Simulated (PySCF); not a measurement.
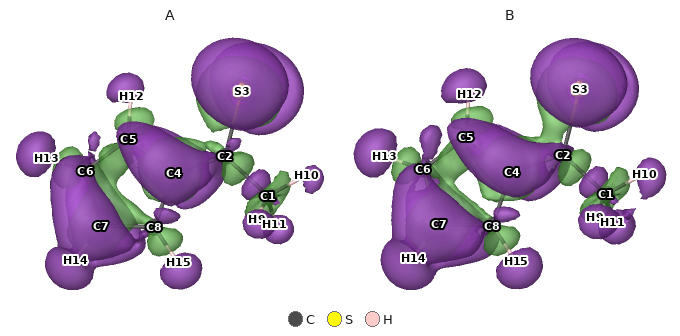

C₇H₇S, doublet, SMILES `CC(=S)[C]1C=CC=C1`. The two Fukui functions at ±0.01 e/Å³ (purple positive, green negative).

Level of theory: B3LYP/6-31+G* (PySCF), at a geometry from GFN2-xTB. No frequency check shows the geometry to be a minimum. GFN2-xTB bond lengths at metals and heavier atoms can be off by up to 0.1 Å and shapes distorted, which carries into these values. GFN2-xTB doesn't know the spin state, so this open-shell geometry is rough.

**Why do the two look alike?**

The electron leaves from or enters the same singly occupied orbital. A is f⁺, B is f⁻. f⁻ (Hirshfeld-condensed) is largest on S3 (0.29); the vertical ionisation energy is 8.65 eV (to the singlet cation, which needn't be its lowest state). f⁺ (Hirshfeld-condensed) is largest on S3 (0.33); the vertical electron affinity is 2.65 eV (to the singlet anion, which needn't be its lowest state).
